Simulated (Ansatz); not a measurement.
## Geometry relaxation of C₂H₅BrOSi

System: C₂H₅BrOSi, SMILES O[Si]1(Br)CC1.
Method: RKS PBE0-D4/def2-TZVP (Ansatz 0.2.0).

The geometry: PBE-D4/def2-SVP start. Figures and captions count atoms from 1; the log counts them from 0 in places.

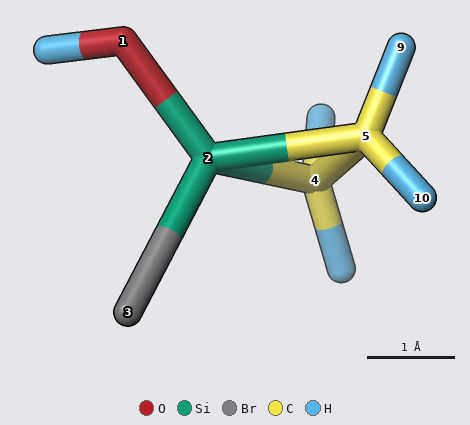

**Figure 1.** The input geometry (stick view, seen at a tilt; atoms are numbered from 1 in the order of the input). Bond lengths as drawn: Br–Si 2.23 Å, C–C 1.60 Å, C–H 1.10 Å, C–Si 1.83 to 1.85 Å, H–O 0.97 Å and O–Si 1.67 Å.

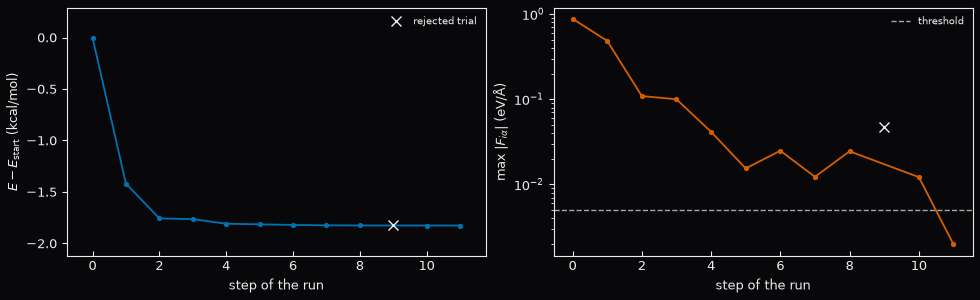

**Figure 2.** Progress of the relaxation, step by step (the first geometry is step 0 here and step 1 in the log).

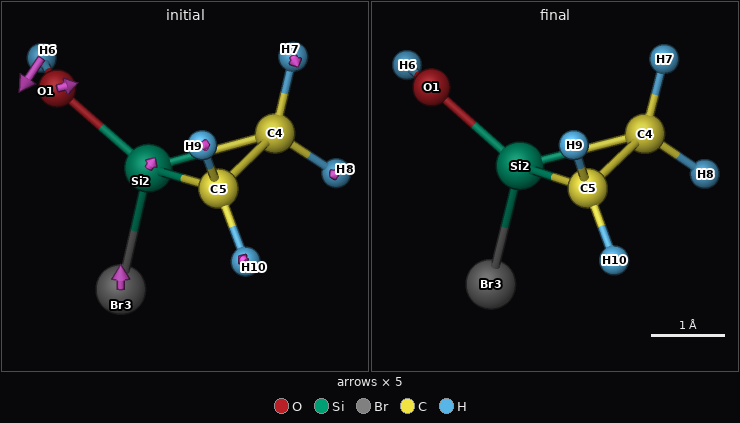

**Figure 3.** Before (left) and after (right) the relaxation, at one scale (ball-and-stick view, seen at a tilt). The pink arrows give the displacements, magnified 5 times. After 11 geometry steps the energy has fallen by 1.83 kcal/mol. Largest force component: 0.88 eV/Å at the start, 0.002 eV/Å at the end. The line search rejected the trial step at point 9 (counted from 0) and went back. H6 moves most after the best rigid fit: 0.12 Å. By element the largest moves are H 0.12 Å, Br 0.07 Å, O 0.06 Å, Si 0.04 Å, C 0.01 Å. Among the contacts that change: O1–Si2 1.671 → 1.630 Å, Si2–C4 1.847 → 1.816 Å, Si2–C5 1.835 → 1.807 Å, Si2–Br3 2.234 → 2.210 Å. Among the angles that change: Si2–O1–H6 115.0° → 117.8°. (Atoms are counted from 1 in the order of the input.)

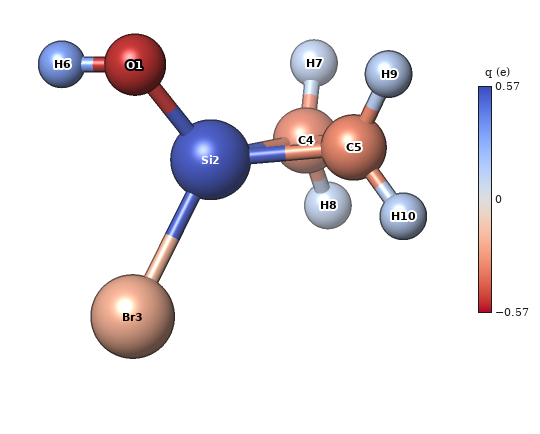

**Figure 4.** Mulliken charges, as the colour of each atom (ball-and-stick view, seen at a tilt; atoms are numbered from 1 in the order of the input). By element: O −0.51, Si +0.54, Br −0.21, C −0.36 to −0.33 and H +0.14 to +0.33 e.

These pictures come from the run below.

## Input
```yaml
crystal:
  periodic: [false, false, false]
  atoms:
    - {symbol: O, position_ang: [-1.386512, 0.106388, 1.620212]}
    - {symbol: Si, position_ang: [-0.148612, -0.435813, 0.637070]}
    - {symbol: Br, position_ang: [0.728399, -2.363167, 1.350573]}
    - {symbol: C, position_ang: [-0.063266, -0.026720, -1.162081]}
    - {symbol: C, position_ang: [0.898407, 0.813176, -0.205790]}
    - {symbol: H, position_ang: [-2.136124, -0.508488, 1.715865]}
    - {symbol: H, position_ang: [-0.881550, 0.543311, -1.637149]}
    - {symbol: H, position_ang: [0.437278, -0.707316, -1.872753]}
    - {symbol: H, position_ang: [0.654957, 1.885497, -0.101048]}
    - {symbol: H, position_ang: [1.980023, 0.641932, -0.341998]}
basis:
  gaussian: {orbitals: def2-TZVP}
hamiltonian: {xc: pbe0, dispersion: d4}
relax: {f_tol: 0.005, max_steps: 150}
```

Launched with:
```bash
ansatz run in.yaml --threads 4 --pin off --events-out ev --progress --plain --max-ram 10444MiB
```

## Output
```
Functional definition: PBE0
  name "PBE0"
  cite "Adamo & Barone, J. Chem. Phys. 110, 6158 (1999) doi:10.1063/1.478522"
  cite "Perdew, Burke & Ernzerhof, Phys. Rev. Lett. 77, 3865 (1996) doi:10.1103/PhysRevLett.77.3865"
  parent pbe
  parameter a = 0.25
  parameter kappa = 0.804
  parameter beta = 0.06672455060314922
  exchange = (1 - a)*pbe_x(kappa = kappa, mu = beta*pi^2/3) + a*exact_x
  correlation = pbe_c(beta = beta)
1412 factors; their error is unknown
mean field evaluation 1: about -82101.6476 eV, gradient 7.5e1 eV
mean field evaluation 2: about -82083.7840 eV, gradient 1.1e2 eV
mean field evaluation 4: about -82113.4293 eV, gradient 4.8e0 eV
mean field evaluation 8: about -82113.9264 eV, gradient 5.5e-1 eV
mean field evaluation 16: about -82113.9267 eV, gradient 3.6e-5 eV
mean field -82113.92673705 eV, -3017.6311487681 hartree, gradient 3.6e-5 eV, S^2 0.000000; 0 other end points of the search recorded, 0 dependent functions left out
the calculation of the forces begins
reference -82113.92676737 eV, -3017.6311498822 hartree; 37, 37 occupied and 171, 171 virtual orbitals, 1412 factors
relax step   1: F+E_penalty+E_count = -82114.13532826 eV  Δ(F+E_penalty+E_count) = +0.000e0 eV  max|allowed force component| = 8.814e-1 eV/Å  Δτ_max = 0.0000 Å  (28 SCF iters, accepted)
these checks for a lower state are left out or cut short: starts, cluster_reference, orbital_swaps, neighbouring_geometries, increment
1412 factors; their error is unknown
mean field -82113.98683384 eV, -3017.6333572842 hartree, gradient 9.8e-6 eV, S^2 0.000000; 0 other end points of the search recorded, 0 dependent functions left out
[... from here on the field's lines of each further geometry are left out, up to the last ...]
relax step   2: F+E_penalty+E_count = -82114.19683632 eV  Δ(F+E_penalty+E_count) = -6.151e-2 eV  max|allowed force component| = 4.852e-1 eV/Å  Δτ_max = 0.0396 Å  (32 SCF iters, accepted)
relax step   3: F+E_penalty+E_count = -82114.21150597 eV  Δ(F+E_penalty+E_count) = -1.467e-2 eV  max|allowed force component| = 1.090e-1 eV/Å  Δτ_max = 0.0243 Å  (32 SCF iters, accepted)
relax step   4: F+E_penalty+E_count = -82114.21181869 eV  Δ(F+E_penalty+E_count) = -3.127e-4 eV  max|allowed force component| = 1.000e-1 eV/Å  Δτ_max = 0.0346 Å  (32 SCF iters, accepted)
relax step   5: F+E_penalty+E_count = -82114.21376537 eV  Δ(F+E_penalty+E_count) = -1.947e-3 eV  max|allowed force component| = 4.144e-2 eV/Å  Δτ_max = 0.0206 Å  (33 SCF iters, accepted)
relax step   6: F+E_penalty+E_count = -82114.21400527 eV  Δ(F+E_penalty+E_count) = -2.399e-4 eV  max|allowed force component| = 1.541e-2 eV/Å  Δτ_max = 0.0069 Å  (34 SCF iters, accepted)
relax step   7: F+E_penalty+E_count = -82114.21426513 eV  Δ(F+E_penalty+E_count) = -2.599e-4 eV  max|allowed force component| = 2.485e-2 eV/Å  Δτ_max = 0.0212 Å  (32 SCF iters, accepted)
relax step   8: F+E_penalty+E_count = -82114.21443321 eV  Δ(F+E_penalty+E_count) = -1.681e-4 eV  max|allowed force component| = 1.229e-2 eV/Å  Δτ_max = 0.0184 Å  (32 SCF iters, accepted)
relax step   9: F+E_penalty+E_count = -82114.21448247 eV  Δ(F+E_penalty+E_count) = -4.926e-5 eV  max|allowed force component| = 2.449e-2 eV/Å  Δτ_max = 0.0208 Å  (32 SCF iters, accepted)
relax step  10: F+E_penalty+E_count = -82114.21442174 eV  Δ(F+E_penalty+E_count) = +6.073e-5 eV  max|allowed force component| = 4.666e-2 eV/Å  Δτ_max = 0.0058 Å  (33 SCF iters, rejected (line search))
relax step  11: F+E_penalty+E_count = -82114.21450460 eV  Δ(F+E_penalty+E_count) = -2.213e-5 eV  max|allowed force component| = 1.218e-2 eV/Å  Δτ_max = 0.0029 Å  (34 SCF iters, accepted)
the calculation of the forces begins
reference -82114.00365462 eV, -3017.6339754367 hartree; 37, 37 occupied and 171, 171 virtual orbitals, 1412 factors
relax step  12: F+E_penalty+E_count = -82114.21450797 eV  Δ(F+E_penalty+E_count) = -3.375e-6 eV  max|allowed force component| = 1.980e-3 eV/Å  Δτ_max = 0.0013 Å  (34 SCF iters, accepted)
1412 factors; their error is unknown
mean field evaluation 96: about -82113.5469 eV, gradient 2.5e-4 eV
mean field -82114.00362468 eV, -3017.6339743363 hartree, gradient 9.2e-6 eV, S^2 0.000000; 1 other end points of the search recorded, 0 dependent functions left out
the calculation of the forces begins
reference -82114.00365462 eV, -3017.6339754367 hartree; 37, 37 occupied and 171, 171 virtual orbitals, 1412 factors
Total energy: -82114.21453792 eV, -3017.6417252548 hartree
Atom 0 at    -1.394074     0.093622     1.558163 Å, force     0.000130    -0.001027    -0.001980 eV/Å
Atom 1 at    -0.167077    -0.411404     0.610751 Å, force    -0.001373    -0.000119     0.001792 eV/Å
Atom 2 at     0.668438    -2.324489     1.334872 Å, force     0.000049    -0.000124    -0.000324 eV/Å
Atom 3 at    -0.060816    -0.028718    -1.160910 Å, force    -0.000383    -0.000423     0.000488 eV/Å
Atom 4 at     0.890857     0.810998    -0.197010 Å, force     0.001689     0.001371    -0.001765 eV/Å
Atom 5 at    -2.065023    -0.547670     1.799772 Å, force    -0.000254     0.000292     0.000268 eV/Å
Atom 6 at    -0.843363     0.549223    -1.643979 Å, force     0.000095    -0.000265     0.000562 eV/Å
Atom 7 at     0.448448    -0.694811    -1.850080 Å, force    -0.000438    -0.000222     0.000473 eV/Å
Atom 8 at     0.651905     1.867932    -0.123469 Å, force     0.000139     0.000250     0.000899 eV/Å
Atom 9 at     1.953705     0.634118    -0.325209 Å, force     0.000346     0.000266    -0.000412 eV/Å
Dipole moment:    -0.214006    -0.001031    -0.093122 e Å
```

## Trajectory as extended XYZ (Å, eV, eV/Å), 12 frames, from step=1 to step=12
```
10
Properties=species:S:1:pos:R:3:forces:R:3 step=1 energy=-82114.13533
O    -1.3865    0.1064    1.6202    0.3004  -0.8814  -0.6141
Si   -0.1486   -0.4358    0.6371   -0.3274   0.5571   0.0141
Br    0.7284   -2.3632    1.3506   -0.2018   0.3726  -0.1205
C    -0.0633   -0.0267   -1.1621   -0.1579  -0.1389  -0.0421
C     0.8984    0.8132   -0.2058    0.1262   0.0634   0.1602
H    -2.1361   -0.5085    1.7159    0.5342   0.4358  -0.0440
H    -0.8815    0.5433   -1.6371    0.4663  -0.2777   0.2776
H     0.4373   -0.7073   -1.8728   -0.2433   0.3867   0.4122
H     0.6550    1.8855   -0.1010    0.1047  -0.5954  -0.0870
H     1.9800    0.6419   -0.3420   -0.6014   0.0779   0.0435
10
Properties=species:S:1:pos:R:3:forces:R:3 step=2 energy=-82114.19684
O    -1.3806    0.0954    1.6048    0.3469  -0.3965  -0.4123
Si   -0.1469   -0.4264    0.6334   -0.3138   0.4852  -0.0142
Br    0.7004   -2.3353    1.3488   -0.0118   0.0201  -0.0107
C    -0.0654   -0.0267   -1.1530   -0.0669  -0.0890   0.0970
C     0.8968    0.8105   -0.2032   -0.0048  -0.0493   0.1081
H    -2.1092   -0.5266    1.7120    0.1325   0.1512   0.0223
H    -0.8654    0.5464   -1.6242    0.1278  -0.0839   0.0836
H     0.4345   -0.6964   -1.8535   -0.0705   0.1062   0.1151
H     0.6556    1.8708   -0.1135    0.0299  -0.1687  -0.0145
H     1.9632    0.6371   -0.3487   -0.1694   0.0247   0.0257
10
Properties=species:S:1:pos:R:3:forces:R:3 step=3 energy=-82114.21151
O    -1.3714    0.0964    1.5824    0.0273  -0.1059  -0.0692
Si   -0.1504   -0.4163    0.6255   -0.0245   0.1090  -0.0016
Br    0.6934   -2.3250    1.3395    0.0139  -0.0366   0.0125
C    -0.0688   -0.0290   -1.1475   -0.0117  -0.0458   0.0065
C     0.8930    0.8087   -0.1991    0.0149  -0.0079   0.0547
H    -2.0882   -0.5288    1.7121   -0.0362   0.0448   0.0624
H    -0.8625    0.5425   -1.6181   -0.0094   0.0226  -0.0147
H     0.4306   -0.6968   -1.8413    0.0123  -0.0041  -0.0211
H     0.6534    1.8637   -0.1121   -0.0057   0.0242  -0.0108
H     1.9540    0.6335   -0.3386    0.0192  -0.0004  -0.0188
10
Properties=species:S:1:pos:R:3:forces:R:3 step=4 energy=-82114.21182
O    -1.3827    0.0849    1.5705    0.0876   0.0791  -0.0051
Si   -0.1517   -0.4138    0.6243   -0.0738  -0.0766   0.0129
Br    0.6947   -2.3262    1.3337    0.0040  -0.0109   0.0138
C    -0.0650   -0.0337   -1.1476   -0.0309   0.0705   0.0159
C     0.8967    0.8092   -0.1917    0.0120  -0.0022  -0.1000
H    -2.1025   -0.5231    1.7431   -0.0123  -0.0542   0.0003
H    -0.8502    0.5473   -1.6223   -0.0182  -0.0128  -0.0075
H     0.4343   -0.7015   -1.8422    0.0290   0.0159   0.0094
H     0.6536    1.8646   -0.1093   -0.0110  -0.0008  -0.0222
H     1.9559    0.6411   -0.3557    0.0136  -0.0079   0.0827
10
Properties=species:S:1:pos:R:3:forces:R:3 step=5 energy=-82114.21376
O    -1.3762    0.0880    1.5753   -0.0090   0.0107  -0.0032
Si   -0.1550   -0.4164    0.6206   -0.0147  -0.0176   0.0087
Br    0.6907   -2.3282    1.3353    0.0005   0.0019  -0.0035
C    -0.0674   -0.0319   -1.1515    0.0414   0.0069  -0.0073
C     0.8935    0.8080   -0.1957   -0.0151   0.0268  -0.0146
H    -2.0942   -0.5241    1.7477    0.0128  -0.0043   0.0069
H    -0.8542    0.5462   -1.6274    0.0025  -0.0014   0.0026
H     0.4399   -0.6937   -1.8461   -0.0122  -0.0112  -0.0012
H     0.6499    1.8639   -0.1198    0.0070  -0.0027   0.0126
H     1.9561    0.6370   -0.3355   -0.0132  -0.0092  -0.0011
10
Properties=species:S:1:pos:R:3:forces:R:3 step=6 energy=-82114.21401
O    -1.3772    0.0900    1.5743   -0.0154  -0.0010  -0.0041
Si   -0.1570   -0.4157    0.6189    0.0005  -0.0012  -0.0002
Br    0.6894   -2.3272    1.3331   -0.0011  -0.0010  -0.0008
C    -0.0656   -0.0313   -1.1535    0.0080   0.0090   0.0032
C     0.8921    0.8093   -0.1966    0.0003  -0.0037   0.0036
H    -2.0902   -0.5262    1.7530    0.0083   0.0003   0.0093
H    -0.8522    0.5458   -1.6308   -0.0015  -0.0007  -0.0012
H     0.4393   -0.6972   -1.8460    0.0024   0.0015  -0.0003
H     0.6501    1.8651   -0.1168   -0.0005  -0.0009  -0.0053
H     1.9545    0.6361   -0.3327   -0.0010  -0.0023  -0.0040
10
Properties=species:S:1:pos:R:3:forces:R:3 step=7 energy=-82114.21427
O    -1.3821    0.0925    1.5697    0.0183   0.0188  -0.0106
Si   -0.1609   -0.4143    0.6161   -0.0035  -0.0023  -0.0011
Br    0.6818   -2.3280    1.3294   -0.0029   0.0016   0.0037
C    -0.0637   -0.0311   -1.1562    0.0038   0.0097   0.0023
C     0.8908    0.8100   -0.1964    0.0072  -0.0017   0.0001
H    -2.0812   -0.5313    1.7716   -0.0218  -0.0249   0.0130
H    -0.8475    0.5462   -1.6377   -0.0022  -0.0018  -0.0002
H     0.4441   -0.6979   -1.8458    0.0005   0.0004  -0.0007
H     0.6482    1.8659   -0.1189    0.0007   0.0000  -0.0025
H     1.9536    0.6368   -0.3290   -0.0002   0.0001  -0.0039
10
Properties=species:S:1:pos:R:3:forces:R:3 step=8 energy=-82114.21443
O    -1.3894    0.0917    1.5646    0.0006   0.0114  -0.0001
Si   -0.1646   -0.4115    0.6140    0.0070  -0.0103  -0.0055
Br    0.6766   -2.3246    1.3324   -0.0041   0.0039  -0.0008
C    -0.0628   -0.0289   -1.1580    0.0073  -0.0051  -0.0020
C     0.8918    0.8105   -0.1970   -0.0123   0.0024   0.0034
H    -2.0746   -0.5419    1.7851   -0.0013  -0.0059   0.0034
H    -0.8448    0.5493   -1.6414   -0.0030   0.0005   0.0015
H     0.4446   -0.6973   -1.8464   -0.0007   0.0033   0.0004
H     0.6520    1.8672   -0.1222    0.0022   0.0005  -0.0006
H     1.9543    0.6343   -0.3281    0.0043  -0.0007   0.0005
10
Properties=species:S:1:pos:R:3:forces:R:3 step=9 energy=-82114.21448
O    -1.3938    0.0932    1.5596   -0.0245  -0.0099   0.0088
Si   -0.1679   -0.4105    0.6105    0.0038  -0.0091   0.0003
Br    0.6677   -2.3248    1.3317   -0.0002   0.0009   0.0003
C    -0.0608   -0.0286   -1.1612    0.0034  -0.0008   0.0001
C     0.8908    0.8114   -0.1972   -0.0039  -0.0001  -0.0002
H    -2.0653   -0.5477    1.8027    0.0218   0.0160  -0.0095
H    -0.8415    0.5494   -1.6472   -0.0012   0.0007   0.0017
H     0.4489   -0.6970   -1.8478   -0.0010   0.0024   0.0001
H     0.6511    1.8682   -0.1236    0.0003  -0.0001  -0.0003
H     1.9538    0.6351   -0.3247    0.0015  -0.0001  -0.0013
10
Properties=species:S:1:pos:R:3:forces:R:3 step=10 energy=-82114.21442 accepted=F
O    -1.3961    0.0952    1.5573    0.0467  -0.0187  -0.0324
Si   -0.1666   -0.4116    0.6110   -0.0348   0.0243   0.0239
Br    0.6677   -2.3239    1.3360    0.0026  -0.0100   0.0055
C    -0.0604   -0.0288   -1.1604   -0.0229   0.0133  -0.0044
C     0.8915    0.8105   -0.1972    0.0062   0.0126   0.0016
H    -2.0640   -0.5493    1.7988   -0.0094  -0.0012   0.0052
H    -0.8445    0.5489   -1.6422    0.0121  -0.0072   0.0041
H     0.4488   -0.6936   -1.8502    0.0030  -0.0102  -0.0086
H     0.6521    1.8674   -0.1226    0.0036  -0.0043  -0.0011
H     1.9544    0.6340   -0.3275   -0.0071   0.0016   0.0062
10
Properties=species:S:1:pos:R:3:forces:R:3 step=11 energy=-82114.21450
O    -1.3939    0.0939    1.5576   -0.0122  -0.0029   0.0081
Si   -0.1671   -0.4114    0.6107    0.0061  -0.0022  -0.0040
Br    0.6679   -2.3250    1.3339    0.0000  -0.0010   0.0010
C    -0.0608   -0.0288   -1.1608    0.0015  -0.0004  -0.0020
C     0.8911    0.8110   -0.1970   -0.0033   0.0005   0.0002
H    -2.0649   -0.5471    1.8007    0.0066   0.0053  -0.0030
H    -0.8430    0.5489   -1.6447    0.0003   0.0003   0.0008
H     0.4487   -0.6955   -1.8492   -0.0003   0.0006  -0.0003
H     0.6511    1.8677   -0.1225    0.0009   0.0002  -0.0009
H     1.9540    0.6352   -0.3257    0.0003  -0.0005   0.0000
10
Properties=species:S:1:pos:R:3:forces:R:3 step=12 energy=-82114.21451
O    -1.3941    0.0936    1.5582    0.0001  -0.0010  -0.0020
Si   -0.1671   -0.4114    0.6108   -0.0014  -0.0001   0.0018
Br    0.6684   -2.3245    1.3349    0.0000  -0.0001  -0.0003
C    -0.0608   -0.0287   -1.1609   -0.0004  -0.0004   0.0005
C     0.8909    0.8110   -0.1970    0.0017   0.0014  -0.0018
H    -2.0650   -0.5477    1.7998   -0.0003   0.0003   0.0003
H    -0.8434    0.5492   -1.6440    0.0001  -0.0003   0.0006
H     0.4484   -0.6948   -1.8501   -0.0004  -0.0002   0.0005
H     0.6519    1.8679   -0.1235    0.0001   0.0003   0.0009
H     1.9537    0.6341   -0.3252    0.0003   0.0003  -0.0004
```

## Summary

| quantity | value |
| --- | --- |
| outcome | converged |
| total energy | −82114.2145 eV |
| mean-field energy | −82114.0037 eV |
| dispersion energy | −0.2109 eV |
| SCF solution under orbital rotations | stable |
| largest force (length of the vector) at the end | 0.003 eV/Å |
| dipole moment | 1.12 D |
| hardware | 4 threads of Arm Neoverse V2, 23 GiB of memory available, shared host |
| wall time | 42 s (CPU time 2.6 min) |
| peak memory | 0.64 GiB |
